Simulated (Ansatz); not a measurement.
Electronic density of states of amorphous In24O39La2, density 6.51 g/cm³, on a 2×2×2 Γ-centred mesh with a Gaussian width of 0.1 eV; energies count from the Fermi level, whose place inside the gap is arbitrary. Cell and mesh are small, so fine structure isn't converged. All values below come from PBE, scalar-relativistic without spin-orbit coupling (plane waves to 420 eV, PAW; Ansatz, a first-principles code). Sampling: a 2×2×2 Γ-centred mesh; Fermi-Dirac width 0.02 eV; no spin polarisation. At PBE the levels at the filled edge of the gap are localised (band-tail or defect states).

The cell was made by melting and quenching with the CHGNet potential and then relaxed with DFT. O atoms were pushed apart under 1.9 Å during the dynamics, to hinder bonds among them. The hot cell started wider than the set density and was brought back towards it in steps. It is the lowest in DFT energy of 2 quenches. It is a model cell: composition and starting density were chosen by hand, and all elements were melted together. No dispersion term was used. Its density started from a set value of 6.51 and ended at 6.51 g/cm³. The simulated quench (nominally 280 K/ps over its main leg) is rapid and tends to freeze in more defects than a deposited or slowly cooled glass has. One small periodic cell is one sample of the glass; other quenches scatter about these values. The volume was held where the preparation left it and the shape relaxed, at a PBE pressure of -0.2 GPa (tension).

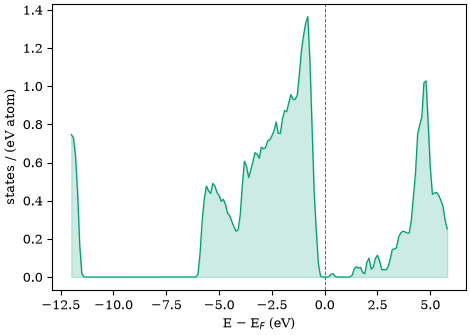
Fig. 1. Density of states per atom

The level gap on this mesh is 0.73 eV; the broadening fills part of it in the curve.
